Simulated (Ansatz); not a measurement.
**CH6BrGa: geometry relaxation (part 1 of 2)**

System: CH6BrGa.
Method: RKS PBE0-D4/def2-TZVP (Ansatz 0.2.0).

The geometry is a transition state displaced along its imaginary mode. The reaction was set up to form Ga1–Br6 and C2–H5 and to break Ga1–C2 and H5–Br6 (atoms counted from 1 in the order of the input); sticks are drawn by distance alone. Figures and captions count atoms from 1; the log counts them from 0 in places.

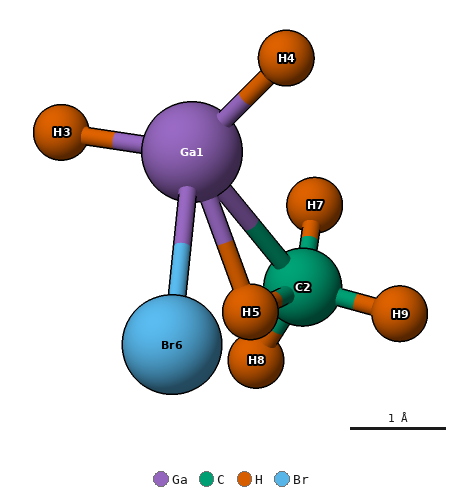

The structure as given in the input (ball-and-stick view, seen at a tilt; atoms are numbered from 1 in the order of the input). Sticks mark near contacts.

**The input**
```yaml
crystal:
  periodic: [false, false, false]
  atoms:
    - {symbol: Ga, position_ang: [-1.207222, -0.087475, 0.052673]}
    - {symbol: C, position_ang: [0.912342, 0.474751, -0.132956]}
    - {symbol: H, position_ang: [-1.816250, -0.149519, -1.374464]}
    - {symbol: H, position_ang: [-1.741464, 0.485688, 1.392798]}
    - {symbol: H, position_ang: [0.486387, -0.675416, 0.138252]}
    - {symbol: Br, position_ang: [-0.186080, -2.367870, 0.547254]}
    - {symbol: H, position_ang: [0.514798, 1.499203, -0.352673]}
    - {symbol: H, position_ang: [1.490645, 0.208400, -1.017280]}
    - {symbol: H, position_ang: [1.546844, 0.612239, 0.746396]}
basis:
  gaussian: {orbitals: def2-TZVP}
hamiltonian: {xc: pbe0, dispersion: d4}
relax: {f_tol: 0.005, max_steps: 200}
```

Command:
```bash
ansatz run in.yaml --threads 4 --pin off --events-out ev --progress --plain --max-ram 9574MiB
```

**The program's output**
```
Functional definition: PBE0
  name "PBE0"
  cite "Adamo & Barone, J. Chem. Phys. 110, 6158 (1999) doi:10.1063/1.478522"
  cite "Perdew, Burke & Ernzerhof, Phys. Rev. Lett. 77, 3865 (1996) doi:10.1103/PhysRevLett.77.3865"
  parent pbe
  parameter a = 0.25
  parameter kappa = 0.804
  parameter beta = 0.06672455060314922
  exchange = (1 - a)*pbe_x(kappa = kappa, mu = beta*pi^2/3) + a*exact_x
  correlation = pbe_c(beta = beta)
1270 factors; their error is unknown
mean field evaluation 1: about -123537.5146 eV, gradient 5.0e1 eV
mean field evaluation 2: about -123535.4547 eV, gradient 5.8e1 eV
mean field evaluation 4: about -123542.4009 eV, gradient 2.2e0 eV
mean field evaluation 8: about -123542.4091 eV, gradient 6.9e-2 eV
mean field evaluation 16: about -123543.0235 eV, gradient 1.2e-4 eV
mean field -123543.02348129 eV, -4540.1223724684 hartree, gradient 1.9e-5 eV, S^2 0.000000; 0 other end points of the search recorded, 0 dependent functions left out
the calculation of the forces begins
reference -123543.02351084 eV, -4540.1223735543 hartree; 39, 39 occupied and 124, 124 virtual orbitals, 1270 factors
relax step   1: F+E_penalty+E_count = -123543.17937597 eV  Δ(F+E_penalty+E_count) = +0.000e0 eV  max|allowed force component| = 1.576e0 eV/Å  Δτ_max = 0.0000 Å  (28 SCF iters, accepted)
these checks for a lower state are left out or cut short: starts, cluster_reference, orbital_swaps, neighbouring_geometries, increment
1270 factors; their error is unknown
mean field -123543.46150239 eV, -4540.1384694469 hartree, gradient 1.3e-5 eV, S^2 0.000000; 0 other end points of the search recorded, 0 dependent functions left out
the calculation of the forces begins
reference -123543.46153194 eV, -4540.1384705328 hartree; 39, 39 occupied and 124, 124 virtual orbitals, 1270 factors
relax step   2: F+E_penalty+E_count = -123543.61460284 eV  Δ(F+E_penalty+E_count) = -4.352e-1 eV  max|allowed force component| = 2.000e0 eV/Å  Δτ_max = 0.1950 Å  (36 SCF iters, accepted)
these checks for a lower state are left out or cut short: starts, cluster_reference, orbital_swaps, neighbouring_geometries, increment
1270 factors; their error is unknown
mean field evaluation 32: about -123544.0021 eV, gradient 2.0e-3 eV
mean field -123544.00212194 eV, -4540.1583368490 hartree, gradient 1.2e-5 eV, S^2 0.000000; 0 other end points of the search recorded, 0 dependent functions left out
the calculation of the forces begins
reference -123544.00215137 eV, -4540.1583379305 hartree; 39, 39 occupied and 124, 124 virtual orbitals, 1270 factors
relax step   3: F+E_penalty+E_count = -123544.15277891 eV  Δ(F+E_penalty+E_count) = -5.382e-1 eV  max|allowed force component| = 9.737e-1 eV/Å  Δτ_max = 0.1955 Å  (35 SCF iters, accepted)
these checks for a lower state are left out or cut short: starts, cluster_reference, orbital_swaps, neighbouring_geometries, increment
1270 factors; their error is unknown
mean field -123544.29514543 eV, -4540.1691052635 hartree, gradient 1.2e-5 eV, S^2 0.000000; 0 other end points of the search recorded, 0 dependent functions left out
the calculation of the forces begins
reference -123544.29517575 eV, -4540.1691063778 hartree; 39, 39 occupied and 124, 124 virtual orbitals, 1270 factors
relax step   4: F+E_penalty+E_count = -123544.43967611 eV  Δ(F+E_penalty+E_count) = -2.869e-1 eV  max|allowed force component| = 5.080e-1 eV/Å  Δτ_max = 0.1999 Å  (33 SCF iters, accepted)
these checks for a lower state are left out or cut short: starts, cluster_reference, orbital_swaps, neighbouring_geometries, increment
1270 factors; their error is unknown
mean field -123544.37463466 eV, -4540.1720264388 hartree, gradient 1.2e-5 eV, S^2 0.000000; 0 other end points of the search recorded, 0 dependent functions left out
the calculation of the forces begins
reference -123544.37466551 eV, -4540.1720275727 hartree; 39, 39 occupied and 124, 124 virtual orbitals, 1270 factors
relax step   5: F+E_penalty+E_count = -123544.51292922 eV  Δ(F+E_penalty+E_count) = -7.325e-2 eV  max|allowed force component| = 2.678e-1 eV/Å  Δτ_max = 0.1993 Å  (30 SCF iters, accepted)
these checks for a lower state are left out or cut short: starts, cluster_reference, orbital_swaps, neighbouring_geometries, increment
1270 factors; their error is unknown
mean field -123544.39102028 eV, -4540.1726285995 hartree, gradient 1.2e-5 eV, S^2 0.000000; 0 other end points of the search recorded, 0 dependent functions left out
the calculation of the forces begins
reference -123544.39105117 eV, -4540.1726297345 hartree; 39, 39 occupied and 124, 124 virtual orbitals, 1270 factors
relax step   6: F+E_penalty+E_count = -123544.52625230 eV  Δ(F+E_penalty+E_count) = -1.332e-2 eV  max|allowed force component| = 2.938e-1 eV/Å  Δτ_max = 0.1947 Å  (29 SCF iters, accepted)
these checks for a lower state are left out or cut short: starts, cluster_reference, orbital_swaps, neighbouring_geometries, increment
1270 factors; their error is unknown
mean field -123544.40115663 eV, -4540.1730011032 hartree, gradient 1.4e-5 eV, S^2 0.000000; 0 other end points of the search recorded, 0 dependent functions left out
the calculation of the forces begins
reference -123544.40118760 eV, -4540.1730022413 hartree; 39, 39 occupied and 124, 124 virtual orbitals, 1270 factors
relax step   7: F+E_penalty+E_count = -123544.53652245 eV  Δ(F+E_penalty+E_count) = -1.027e-2 eV  max|allowed force component| = 3.210e-2 eV/Å  Δτ_max = 0.0510 Å  (28 SCF iters, accepted)
these checks for a lower state are left out or cut short: starts, cluster_reference, orbital_swaps, neighbouring_geometries, increment
1270 factors; their error is unknown
mean field evaluation 64: about -123543.7888 eV, gradient 7.2e-1 eV
mean field -123544.40243957 eV, -4540.1730482507 hartree, gradient 1.3e-5 eV, S^2 0.000000; 0 other end points of the search recorded, 0 dependent functions left out
the calculation of the forces begins
reference -123544.40247064 eV, -4540.1730493923 hartree; 39, 39 occupied and 124, 124 virtual orbitals, 1270 factors
relax step   8: F+E_penalty+E_count = -123544.53700239 eV  Δ(F+E_penalty+E_count) = -4.799e-4 eV  max|allowed force component| = 2.644e-2 eV/Å  Δτ_max = 0.0192 Å  (30 SCF iters, accepted)
these checks for a lower state are left out or cut short: starts, cluster_reference, orbital_swaps, neighbouring_geometries, increment
1270 factors; their error is unknown
mean field -123544.40352362 eV, -4540.1730880887 hartree, gradient 1.3e-5 eV, S^2 0.000000; 0 other end points of the search recorded, 0 dependent functions left out
the calculation of the forces begins
reference -123544.40355476 eV, -4540.1730892332 hartree; 39, 39 occupied and 124, 124 virtual orbitals, 1270 factors
relax step   9: F+E_penalty+E_count = -123544.53743705 eV  Δ(F+E_penalty+E_count) = -4.347e-4 eV  max|allowed force component| = 3.612e-2 eV/Å  Δτ_max = 0.0536 Å  (30 SCF iters, accepted)
these checks for a lower state are left out or cut short: starts, cluster_reference, orbital_swaps, neighbouring_geometries, increment
1270 factors; their error is unknown
mean field -123544.40373142 eV, -4540.1730957251 hartree, gradient 1.3e-5 eV, S^2 0.000000; 0 other end points of the search recorded, 0 dependent functions left out
the calculation of the forces begins
reference -123544.40376257 eV, -4540.1730968699 hartree; 39, 39 occupied and 124, 124 virtual orbitals, 1270 factors
relax step  10: F+E_penalty+E_count = -123544.53752081 eV  Δ(F+E_penalty+E_count) = -8.376e-5 eV  max|allowed force component| = 1.074e-2 eV/Å  Δτ_max = 0.0086 Å  (30 SCF iters, accepted)
these checks for a lower state are left out or cut short: starts, cluster_reference, orbital_swaps, neighbouring_geometries, increment
1270 factors; their error is unknown
mean field -123544.40374713 eV, -4540.1730963026 hartree, gradient 1.3e-5 eV, S^2 0.000000; 0 other end points of the search recorded, 0 dependent functions left out
the calculation of the forces begins
reference -123544.40377828 eV, -4540.1730974474 hartree; 39, 39 occupied and 124, 124 virtual orbitals, 1270 factors
relax step  11: F+E_penalty+E_count = -123544.53752567 eV  Δ(F+E_penalty+E_count) = -4.857e-6 eV  max|allowed force component| = 3.315e-3 eV/Å  Δτ_max = 0.0016 Å  (30 SCF iters, accepted)
1270 factors; their error is unknown
mean field evaluation 96: about -123544.4037 eV, gradient 1.8e-3 eV
```

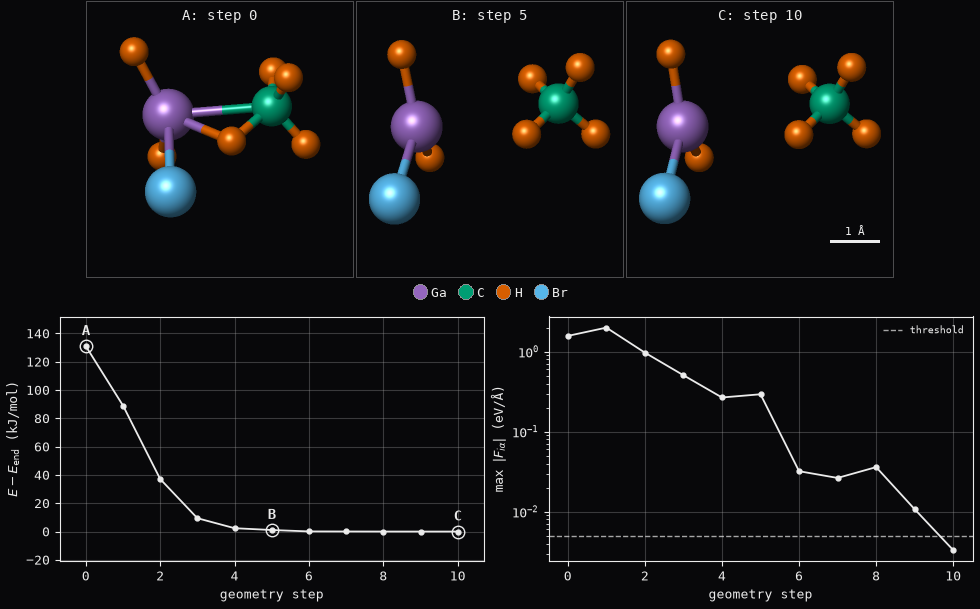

Frames of the relaxation (ball-and-stick view, seen at a tilt) above the curves, on which the letters mark them (the first geometry is step 0 here and step 1 in the log).

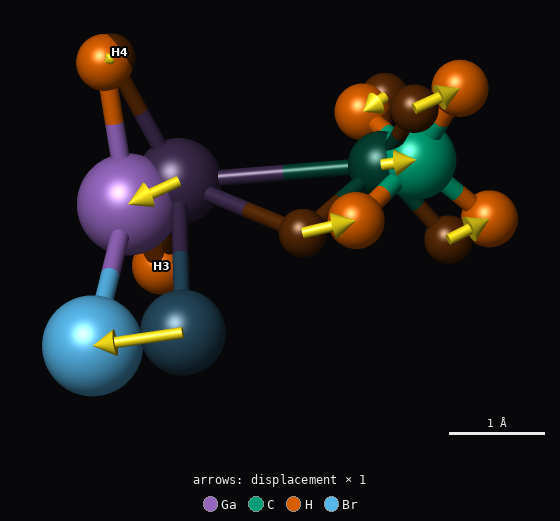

Start (faint) and end (solid) with the displacements as yellow arrows, at true length (ball-and-stick view, seen at a tilt). The two geometries are laid on each other by the best rigid fit. Br6 moves most after the best rigid fit: 0.97 Å. Largest moves by element: Br 0.97 Å, Ga 0.60 Å, H 0.58 Å, C 0.38 Å. Distances before and after: Ga1–C2 2.201 → 3.107 Å, Ga1–H5 1.795 → 2.630 Å, Ga1–Br6 2.547 → 2.304 Å, C2–H5 1.256 → 1.094 Å. Bonds break: Ga1–C2 (2.20 → 3.11 Å), Ga1–H5 (1.79 → 2.63 Å). Among the angles that change: H5–C2–H7 139.4° → 112.1°, H5–C2–H8 97.5° → 108.5°, H5–C2–H9 98.0° → 108.4°. Over 10 geometry steps the energy falls by 131.0 kJ/mol. The largest force component goes from 1.6 to 0.0033 eV/Å. (Atoms are counted from 1 in the order of the input.)
